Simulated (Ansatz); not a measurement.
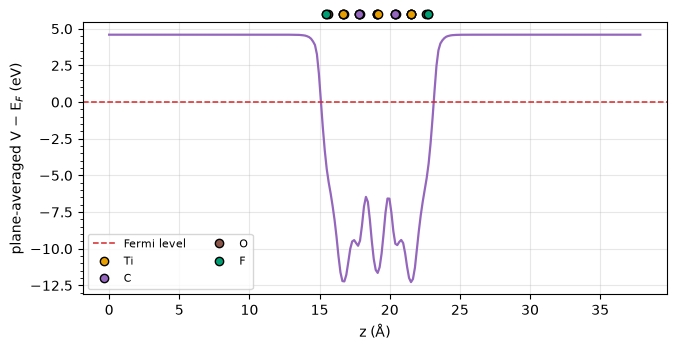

Ti6C4OF2. Plane average of the electrostatic potential energy of an electron across the slab. Circles mark the heights of the atoms.

Computed without spin polarisation.

Computed with DFT PBE, scalar-relativistic, plane waves, PAW (Ansatz).

### How far below the vacuum level is the Fermi level?

The potential is flat in the vacuum, 4.60 eV above the Fermi level; this is the work function, the same on both faces.

### What are the slab's thickness and the vacuum gap?

The outermost nuclei are 7.3 Å apart, in 7 atomic planes; the vacuum between periodic images is 30.7 Å wide.
